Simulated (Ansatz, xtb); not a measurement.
Redistribution: CH2Br2 + CH2ClI → CH2BrI + CH2BrCl

Species: CH2Br2 (dibromomethane) `BrCBr`, singlet; CH2ClI (chloroiodomethane) `ClCI`, singlet; CH2BrI (bromoiodomethane) `BrCI`, singlet; CH2BrCl (bromochloromethane) `ClCBr`, singlet. The partners trade Br for I; both sit on C, so the bond types are kept.

Shapes, held fixed at every level: PBE0-D4/def2-TZVP. Programs: Ansatz 0.2.0, xtb 6.7.1. The zero-point and thermal change to 298 K, harmonic and unscaled (PBE0-D4/def2-TZVP), is 0.0 kJ/mol.

```tsv
level	kind	ΔH(298 K) (kJ/mol)	less CCSD(T)/def2-TZVPP
GFN0-xTB	semi-empirical	+1.3	+2.6
SPW92/def2-TZVPP	LDA	-0.5	+0.8
PBE-D4/def2-TZVPP	GGA	-0.5	+0.8
r2SCAN-D4/def2-TZVPP	meta-GGA	-0.6	+0.7
B3LYP-D4/def2-TZVPP	global hybrid	-0.7	+0.6
r2SCAN0-D4/def2-TZVPP	global hybrid	-0.8	+0.5
wB97M-V/def2-TZVPP	range-separated hybrid	-1.1	+0.2
MP2/def2-SVP	perturbation theory	-1.9	-0.6
CCSD(T)/def2-TZVPP	coupled cluster or CI	-1.3	0.0
```

The highest level, CCSD(T)/def2-TZVPP, gives ΔH(298 K) = -1.3 kJ/mol; the levels span -1.9 to +1.3. That is about zero within the method's error. They disagree on the sign: 1 of 9 are positive. The column of differences is taken from that level and isn't an error. No measured value is set beside it here. For atoms past krypton def2 sets carry core potentials with scalar relativity. Relativity is left out for Br. Outer-core shells of Br, I are correlated in most correlated rows, in sets that cover them unevenly.

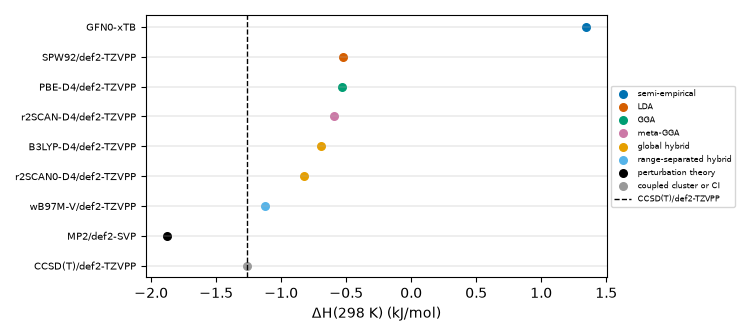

The values of the table, level by level.
